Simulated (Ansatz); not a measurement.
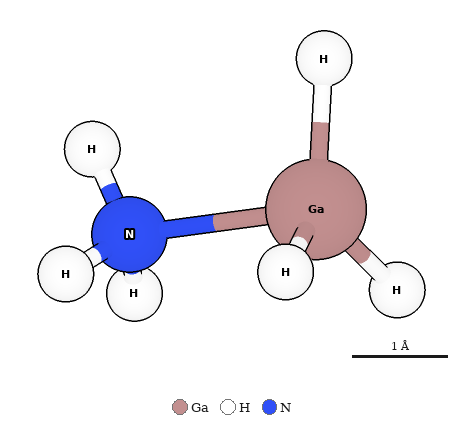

Fig. 1: The structure as given in the input (ball-and-stick view, seen at a tilt). Sticks mark near contacts. Bond lengths as drawn: Ga–H 1.59 Å, Ga–N 2.19 Å and H–N 1.03 Å.

Nudged elastic band, with input and output: GaNH$_{6}$

System: GaNH$_{6}$.
Method: RKS PBE-D4/def2-SVP (Ansatz 0.2.0).

It belongs to a series of runs on one base structure; here: band between the two ends.

### Input
```yaml
crystal:
  periodic: [false, false, false]
  atoms:
    - { symbol: Ga, position_ang: [0.023532, 0.015242, 0.147623] }
    - { symbol: H, position_ang: [-0.218547, 0.81509, 1.501558] }
    - { symbol: H, position_ang: [1.484634, 0.036177, -0.481397] }
    - { symbol: H, position_ang: [-1.209398, -0.169885, -0.84066] }
    - { symbol: "N", position_ang: [0.066871, -2.008204, 0.972472] }
    - { symbol: H, position_ang: [-0.640357, -2.608361, 0.527411] }
    - { symbol: H, position_ang: [0.983832, -2.452042, 0.828684] }
    - { symbol: H, position_ang: [-0.121167, -2.006115, 1.984008] }
basis:
  gaussian: { orbitals: def2-SVP }
hamiltonian:
  xc: pbe
  dispersion: d4
neb:
  order_check: false
  images: 7
  f_tol: 0.03
  max_iterations: 60
  final_atoms:
    - { symbol: Ga, position_ang: [0.21716663, -0.53431991, -0.9068487] }
    - { symbol: H, position_ang: [-0.41252238, -0.65100486, 3.54435682] }
    - { symbol: H, position_ang: [1.63742014, 0.07420945, -1.18982905] }
    - { symbol: H, position_ang: [-1.14389655, -0.17786833, -1.60537281] }
    - { symbol: "N", position_ang: [0.13318968, -1.79679468, 0.41538299] }
    - { symbol: H, position_ang: [-0.71512773, -2.30883184, 0.66635148] }
    - { symbol: H, position_ang: [0.94708871, -2.1619976, 0.91410443] }
    - { symbol: H, position_ang: [-0.2939185, -0.82149023, 2.80155384] }
  initial_path:
    images:
      - { positions_ang: [[0.023532, 0.015242, 0.147623], [-0.218547, 0.81509, 1.501558], [1.484634, 0.036177, -0.481397], [-1.209398, -0.169885, -0.84066], [0.066871, -2.008204, 0.972472], [-0.640357, -2.608361, 0.527411], [0.983832, -2.452042, 0.828684], [-0.121167, -2.006115, 1.984008]] }
      - { positions_ang: [[0.02075824, 0.01278852, 0.1129773], [-0.17702403, 0.60787066, 1.60813026], [1.46291538, 0.0326743, -0.54340528], [-1.2370042, -0.12631309, -0.83587347], [0.07423676, -2.03491543, 0.90292393], [-0.57990676, -2.6740413, 0.43059392], [0.89567489, -2.43075653, 1.01503386], [-0.09025027, -1.76540514, 1.94931848]] }
      - { positions_ang: [[0.01798448, 0.01033505, 0.07833159], [-0.13550106, 0.40065133, 1.71470252], [1.44119675, 0.02917159, -0.60541357], [-1.26461041, -0.08274118, -0.83108693], [0.08160252, -2.06162686, 0.83337586], [-0.51945652, -2.73972159, 0.33377684], [0.80751778, -2.40947106, 1.20138371], [-0.05933353, -1.52469528, 1.91462896]] }
      - { positions_ang: [[0.01521071, 0.00788157, 0.04368589], [-0.09397809, 0.19343199, 1.82127479], [1.41947813, 0.02566889, -0.66742185], [-1.29221661, -0.03916927, -0.8263004], [0.08896827, -2.08833829, 0.76382779], [-0.45900629, -2.80540189, 0.23695977], [0.71936067, -2.38818559, 1.38773357], [-0.0284168, -1.28398542, 1.87993944]] }
      - { positions_ang: [[0.01243695, 0.0054281, 0.00904018], [-0.05245513, -0.01378735, 1.92784705], [1.39775951, 0.02216619, -0.72943013], [-1.31982281, 0.00440264, -0.82151386], [0.09633403, -2.11504972, 0.69427972], [-0.39855605, -2.87108219, 0.14014269], [0.63120357, -2.36690012, 1.57408342], [0.00249993, -1.04327556, 1.84524993]] }
      - { positions_ang: [[0.06361937, -0.1295089, -0.21993204], [-0.14247194, -0.17309172, 2.33197449], [1.45767467, 0.035177, -0.84452986], [-1.27584125, -0.0411651, -1.0174786], [0.10554794, -2.03548596, 0.62455554], [-0.47769897, -2.7305196, 0.27169489], [0.71017485, -2.31567449, 1.40908867], [-0.07160468, -0.98782923, 2.08432591]] }
      - { positions_ang: [[0.11480179, -0.26444591, -0.44890426], [-0.23248875, -0.3323961, 2.73610193], [1.51758983, 0.04818782, -0.95962959], [-1.23185968, -0.08673284, -1.21344333], [0.11476186, -1.9559222, 0.55483136], [-0.55684189, -2.58995701, 0.40324708], [0.78914614, -2.26444886, 1.24409392], [-0.14570929, -0.9323829, 2.32340189]] }
      - { positions_ang: [[0.16598421, -0.39938291, -0.67787648], [-0.32250557, -0.49170048, 3.14022938], [1.57750499, 0.06119863, -1.07472932], [-1.18787811, -0.13230059, -1.40940807], [0.12397577, -1.87635844, 0.48510718], [-0.63598481, -2.44939442, 0.53479928], [0.86811742, -2.21322323, 1.07909917], [-0.2198139, -0.87693656, 2.56247786]] }
      - { positions_ang: [[0.21716663, -0.53431991, -0.9068487], [-0.41252238, -0.65100486, 3.54435682], [1.63742014, 0.07420945, -1.18982905], [-1.14389655, -0.17786833, -1.60537281], [0.13318968, -1.79679468, 0.41538299], [-0.71512773, -2.30883184, 0.66635148], [0.94708871, -2.1619976, 0.91410443], [-0.2939185, -0.82149023, 2.80155384]] }
```

Launch command:
```bash
ansatz run input.yaml --threads 1 --pin off --max-ram 2048MiB --backend cpu --events-out ev --progress --plain --runs-dir out
```

### What the program printed
```
Engine: ansatz 0.2.0, aarch64-unknown-linux-gnu
Functional definition: PBE
  parameter kappa = 0.804
  parameter beta = 0.06672455060314922
  exchange = pbe_x(kappa = kappa, mu = beta*pi^2/3)
  correlation = pbe_c(beta = beta)
875 factors; their error is unknown
mean field evaluation 1: about -53941.5136 eV, gradient 5.9e1 eV
mean field evaluation 2: about -53929.1244 eV, gradient 9.4e1 eV
mean field evaluation 4: about -53947.7669 eV, gradient 4.0e0 eV
mean field evaluation 8: about -53947.7458 eV, gradient 3.0e-2 eV
mean field -53947.74580898 eV, -1982.5430913845 hartree, gradient 4.2e-5 eV, S^2 0.000000; 0 other end points of the search recorded, 0 dependent functions left out
the calculation of the forces begins
reference -53947.74584631 eV, -1982.5430927565 hartree; 22, 22 occupied and 54, 54 virtual orbitals, 875 factors
875 factors; their error is unknown
mean field evaluation 16: about -53883.0150 eV, gradient 1.4e2 eV
mean field evaluation 32: about -53947.0540 eV, gradient 8.1e-6 eV
mean field -53947.05403214 eV, -1982.5176690547 hartree, gradient 8.1e-6 eV, S^2 0.000000; 0 other end points of the search recorded, 0 dependent functions left out
[... from here on the field's lines of each further geometry are left out, up to the last ...]
NEB iter   1: max|band force component| = 8.086e0 eV/Å  barrier→ = 3.2075 eV  barrier← = 2.5044 eV  Δτ_max = 0.2000 Å  (249 SCF iters)
NEB iter   2: max|band force component| = 2.259e0 eV/Å  barrier→ = 2.3497 eV  barrier← = 1.6466 eV  Δτ_max = 0.2000 Å  (195 SCF iters)
NEB iter   3: max|band force component| = 1.141e0 eV/Å  barrier→ = 1.6530 eV  barrier← = 0.9498 eV  Δτ_max = 0.2000 Å  (194 SCF iters)
NEB iter   4: max|band force component| = 1.026e0 eV/Å  barrier→ = 1.6396 eV  barrier← = 0.9365 eV  Δτ_max = 0.1997 Å  (192 SCF iters)
NEB iter   5: max|band force component| = 1.423e0 eV/Å  barrier→ = 1.6688 eV  barrier← = 0.9657 eV  Δτ_max = 0.1002 Å  (188 SCF iters)
NEB iter   6: max|band force component| = 9.951e-1 eV/Å  barrier→ = 1.4894 eV  barrier← = 0.7863 eV  Δτ_max = 0.0996 Å  (187 SCF iters)
NEB iter   7: max|band force component| = 1.250e0 eV/Å  barrier→ = 1.3685 eV  barrier← = 0.6654 eV  Δτ_max = 0.0504 Å  (185 SCF iters)
NEB iter   8: max|band force component| = 5.940e-1 eV/Å  barrier→ = 1.2879 eV  barrier← = 0.5848 eV  CI = image 3  Δτ_max = 0.1005 Å  (185 SCF iters)
NEB iter   9: max|band force component| = 5.473e-1 eV/Å  barrier→ = 1.3878 eV  barrier← = 0.6847 eV  CI = image 3  Δτ_max = 0.1251 Å  (188 SCF iters)
NEB iter  10: max|band force component| = 4.667e-1 eV/Å  barrier→ = 1.4589 eV  barrier← = 0.7558 eV  CI = image 3  Δτ_max = 0.1853 Å  (186 SCF iters)
NEB iter  11: max|band force component| = 5.208e-1 eV/Å  barrier→ = 1.4652 eV  barrier← = 0.7621 eV  CI = image 3  Δτ_max = 0.0722 Å  (191 SCF iters)
NEB iter  12: max|band force component| = 1.155e-1 eV/Å  barrier→ = 1.4609 eV  barrier← = 0.7578 eV  CI = image 3  Δτ_max = 0.0207 Å  (183 SCF iters)
NEB iter  13: max|band force component| = 7.977e-2 eV/Å  barrier→ = 1.4588 eV  barrier← = 0.7556 eV  CI = image 3  Δτ_max = 0.0109 Å  (173 SCF iters)
NEB iter  14: max|band force component| = 4.721e-2 eV/Å  barrier→ = 1.4581 eV  barrier← = 0.7550 eV  CI = image 3  Δτ_max = 0.0189 Å  (175 SCF iters)
NEB iter  15: max|band force component| = 7.039e-2 eV/Å  barrier→ = 1.4579 eV  barrier← = 0.7548 eV  CI = image 3  Δτ_max = 0.0094 Å  (175 SCF iters)
NEB iter  16: max|band force component| = 3.273e-2 eV/Å  barrier→ = 1.4578 eV  barrier← = 0.7547 eV  CI = image 3  Δτ_max = 0.0101 Å  (158 SCF iters)
the calculation of the forces begins
reference -53947.04509885 eV, -1982.5173407624 hartree; 22, 22 occupied and 54, 54 virtual orbitals, 875 factors
875 factors; their error is unknown
mean field evaluation 1056: about -53946.2791 eV, gradient 8.1e-5 eV
mean field -53946.27910419 eV, -1982.4891909776 hartree, gradient 9.6e-6 eV, S^2 0.000000; 1 other end points of the search recorded, 0 dependent functions left out
the calculation of the forces begins
reference -53946.27914240 eV, -1982.4891923820 hartree; 22, 22 occupied and 54, 54 virtual orbitals, 875 factors
NEB iter  17: max|band force component| = 8.192e-3 eV/Å  barrier→ = 1.4578 eV  barrier← = 0.7547 eV  CI = image 3  Δτ_max = 0.0000 Å  (324 SCF iters)
```

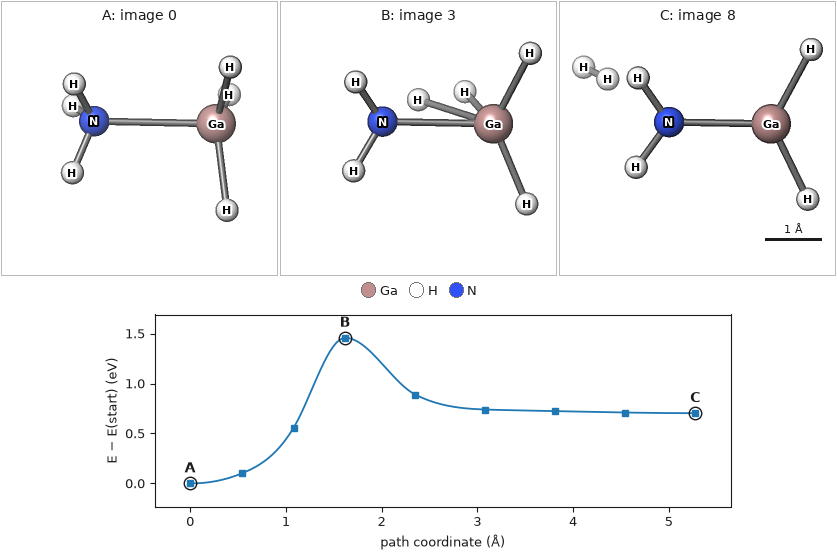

Fig. 2: Images of the last band (counted from 0; ball-and-stick, seen at a tilt) above the energy along the path; the line is a cubic interpolation that uses the forces. The highest image is number 3, 1.458 eV above the start and 0.755 eV above the end (the climbing image); the end lies 0.703 eV above the start. The path is 5.28 Å long. The band converged in 17 iterations.

```
Total energy: -53946.39387187 eV, -1982.4934086122 hartree
Atom 0 at     0.076173    -0.332817    -0.086395 Å, force    -0.000227    -0.001403    -0.002748 eV/Å
Atom 1 at    -0.229778     0.073620     1.756533 Å, force    -0.000599    -0.000451     0.001227 eV/Å
Atom 2 at     1.506190     0.244449    -0.389087 Å, force    -0.001205    -0.000723     0.000526 eV/Å
Atom 3 at    -1.291218    -0.019072    -0.794497 Å, force     0.000798     0.000530     0.000236 eV/Å
Atom 4 at     0.104139    -2.087086     0.847924 Å, force     0.003999     0.000904     0.002454 eV/Å
Atom 5 at    -0.656660    -2.755800     0.682479 Å, force    -0.000987     0.000783    -0.000753 eV/Å
Atom 6 at     0.991327    -2.596971     0.927638 Å, force    -0.000752    -0.000695    -0.001594 eV/Å
Atom 7 at    -0.130773    -0.904422     1.695105 Å, force    -0.001027     0.001053     0.000652 eV/Å
Dipole moment:     0.040620    -0.411835    -0.009227 e Å
this run last wrote the band of iteration 17 to [file]
```

### The last band as extended XYZ (Å, eV, eV/Å)
```
8
Properties=species:S:1:pos:R:3:forces:R:3 image=0 energy=-53947.85161
Ga    0.0235    0.0152    0.1476   -0.0003  -0.0108   0.0000
H    -0.2185    0.8151    1.5016    0.0013  -0.0007   0.0021
H     1.4846    0.0362   -0.4814    0.0058   0.0036  -0.0026
H    -1.2094   -0.1699   -0.8407   -0.0067   0.0043  -0.0032
N     0.0669   -2.0082    0.9725   -0.0002  -0.0162   0.0109
H    -0.6404   -2.6084    0.5274    0.0163   0.0122   0.0099
H     0.9838   -2.4520    0.8287   -0.0202   0.0106   0.0074
H    -0.1212   -2.0061    1.9840    0.0039  -0.0030  -0.0245
8
Properties=species:S:1:pos:R:3:forces:R:3 image=1 energy=-53947.75123
Ga    0.0270   -0.0218    0.0818   -0.0140   0.0778   0.0517
H    -0.2346    0.5061    1.5727   -0.0120   0.2166  -0.0478
H     1.4949    0.1634   -0.4906   -0.0165  -0.0401  -0.0412
H    -1.2317   -0.0809   -0.8819    0.0339  -0.0351  -0.0344
N     0.0859   -2.0310    0.9144   -0.0082   0.0186   0.0107
H    -0.6662   -2.6862    0.6668    0.0096   0.0183  -0.0469
H     0.9796   -2.5384    0.9089    0.0029   0.0178  -0.0456
H    -0.0855   -1.6893    1.8678    0.0043  -0.2739   0.1534
8
Properties=species:S:1:pos:R:3:forces:R:3 image=2 energy=-53947.29568
Ga    0.0402   -0.1263    0.0116   -0.1091   0.6795   0.3244
H    -0.2261    0.2224    1.6328    0.0110   0.4763  -0.3928
H     1.5084    0.2220   -0.4394    0.0152  -0.0732  -0.1468
H    -1.2826   -0.0464   -0.8395    0.0391  -0.0703  -0.1440
N     0.0967   -2.0500    0.8945   -0.0330   0.1259   0.1370
H    -0.6681   -2.7161    0.7335   -0.0471   0.1329   0.1513
H     0.9870   -2.5550    0.9768   -0.0204   0.1319   0.1518
H    -0.0861   -1.3289    1.6694    0.1442  -1.4030  -0.0809
8
Properties=species:S:1:pos:R:3:forces:R:3 image=3 energy=-53946.39383
Ga    0.0762   -0.3328   -0.0864   -0.0002  -0.0014  -0.0027
H    -0.2298    0.0736    1.7565   -0.0006  -0.0005   0.0012
H     1.5062    0.2444   -0.3891   -0.0012  -0.0007   0.0005
H    -1.2912   -0.0191   -0.7945    0.0008   0.0005   0.0002
N     0.1041   -2.0871    0.8479    0.0040   0.0009   0.0025
H    -0.6567   -2.7558    0.6825   -0.0010   0.0008  -0.0008
H     0.9913   -2.5970    0.9276   -0.0008  -0.0007  -0.0016
H    -0.1308   -0.9044    1.6951   -0.0010   0.0011   0.0007
8
Properties=species:S:1:pos:R:3:forces:R:3 image=4 energy=-53946.96184
Ga    0.1185   -0.5383   -0.2497    0.0293  -0.1536  -0.1257
H    -0.2581    0.2166    2.0826   -0.0397   0.1134   0.2228
H     1.4982    0.2065   -0.3729   -0.0100  -0.0246   0.0096
H    -1.2778   -0.0155   -0.7501    0.0120  -0.0237   0.0117
N     0.1485   -2.2153    0.5134    0.0360  -0.0916  -0.2314
H    -0.6752   -2.8083    0.6214    0.0018  -0.0440  -0.0319
H     0.9946   -2.6750    0.8517    0.0154  -0.0428  -0.0323
H    -0.1792   -0.5488    1.9433   -0.0449   0.2668   0.1771
8
Properties=species:S:1:pos:R:3:forces:R:3 image=5 energy=-53947.11187
Ga    0.1378   -0.5834   -0.3810    0.0021  -0.0054  -0.0090
H    -0.3298    0.3343    2.5745   -0.0045   0.0105   0.0271
H     1.5163    0.1660   -0.4637    0.0016  -0.0052  -0.0081
H    -1.2698   -0.0558   -0.8382    0.0009  -0.0050  -0.0082
N     0.1763   -2.2677    0.3301    0.0009  -0.0022  -0.0088
H    -0.6466   -2.8618    0.4464    0.0016  -0.0029  -0.0066
H     1.0218   -2.7289    0.6707    0.0012  -0.0034  -0.0066
H    -0.2367   -0.3809    2.3008   -0.0038   0.0136   0.0201
8
Properties=species:S:1:pos:R:3:forces:R:3 image=6 energy=-53947.12737
Ga    0.1577   -0.5487   -0.5721    0.0019  -0.0015  -0.0069
H    -0.3588    0.0375    3.0150   -0.0011  -0.0060   0.0112
H     1.5450    0.1767   -0.7013    0.0008  -0.0011  -0.0079
H    -1.2397   -0.0661   -1.1031    0.0014  -0.0009  -0.0074
N     0.1674   -2.1429    0.3232   -0.0023   0.0114  -0.0038
H    -0.6593   -2.7257    0.4681    0.0021   0.0002   0.0057
H     1.0061   -2.5814    0.7084   -0.0022   0.0004   0.0044
H    -0.2491   -0.5275    2.5016   -0.0006  -0.0026   0.0048
8
Properties=species:S:1:pos:R:3:forces:R:3 image=7 energy=-53947.14182
Ga    0.1835   -0.5253   -0.7440    0.0018   0.0008  -0.0055
H    -0.3780   -0.3164    3.3091   -0.0009  -0.0063   0.0069
H     1.5841    0.1581   -0.9404    0.0011  -0.0015  -0.0063
H    -1.1961   -0.1030   -1.3651    0.0011  -0.0009  -0.0055
N     0.1500   -1.9797    0.3647   -0.0035   0.0033   0.0007
H    -0.6856   -2.5355    0.5580    0.0000   0.0030   0.0045
H     0.9759   -2.3827    0.8117    0.0004   0.0051   0.0028
H    -0.2644   -0.6937    2.6457    0.0000  -0.0035   0.0024
8
Properties=species:S:1:pos:R:3:forces:R:3 image=8 energy=-53947.14850
Ga    0.2172   -0.5343   -0.9068    0.0008  -0.0020   0.0023
H    -0.4125   -0.6510    3.5444   -0.0013   0.0012   0.0063
H     1.6374    0.0742   -1.1898    0.0009  -0.0008  -0.0002
H    -1.1439   -0.1779   -1.6054   -0.0011   0.0005   0.0001
N     0.1332   -1.7968    0.4154   -0.0058  -0.0001  -0.0024
H    -0.7151   -2.3088    0.6664    0.0057   0.0013  -0.0009
H     0.9471   -2.1620    0.9141   -0.0002   0.0010   0.0001
H    -0.2939   -0.8215    2.8016    0.0010  -0.0011  -0.0054
```

### Summary

```json
{"quantity": "outcome", "value": "converged"}
{"quantity": "barrier, forward", "value": "1.458 eV"}
{"quantity": "barrier, backward", "value": "0.755 eV"}
{"quantity": "hardware", "value": "1 thread of Arm Neoverse V2, 24 GiB of memory available, shared host"}
{"quantity": "wall time", "value": "3.1 min"}
{"quantity": "peak memory", "value": "0.14 GiB"}
```

### Remarks

The order of the saddle point was not checked.
